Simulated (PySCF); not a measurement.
```csv
atom,x (Å),y (Å),z (Å)
C,-2.1403,-0.1981,0.1566
O,-0.8360,-0.5136,0.5718
C,0.1553,0.1511,-0.1740
C,1.5238,-0.2757,0.3770
C,2.6688,0.3480,-0.3151
O,2.7502,1.1169,-1.2198
H,-2.3044,-0.4819,-0.8902
H,-2.8143,-0.7637,0.7964
H,-2.3442,0.8742,0.2660
H,0.0812,-0.1139,-1.2399
H,0.0406,1.2424,-0.0857
H,1.5866,-0.0250,1.4382
H,1.6283,-1.3603,0.3009
```

Geometry: GFN2-xTB.

Computed with UKS B3LYP, pcH-1 on C H O, non-relativistic, mean-field spin-orbit, GIAO in PySCF.

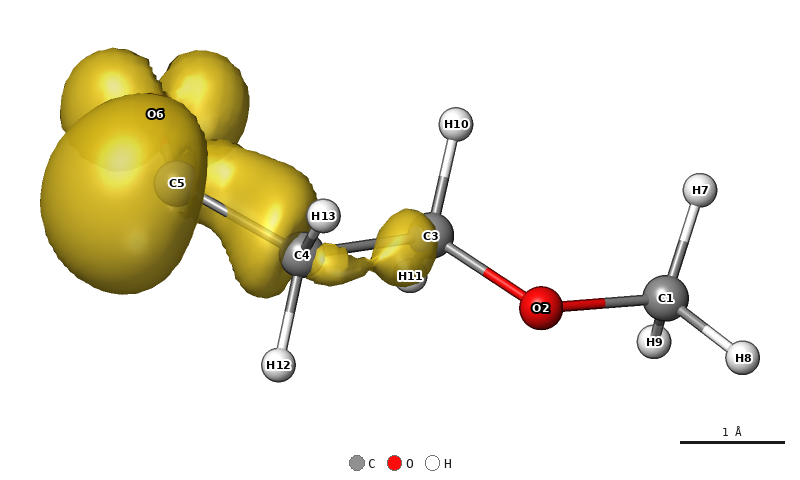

C4H7O2 (doublet). Isosurfaces of the spin density (α minus β) at +0.04 (yellow) and −0.04 e/Å³ (cyan), seen at an oblique angle.

### Where is the unpaired spin?

The unpaired spin (1 electron) lies mostly on C5 (about 0.6), O6 (about 0.3) and C4 (about 0.1), in electrons by Hirshfeld's partition. Only one sign reaches the isovalue.
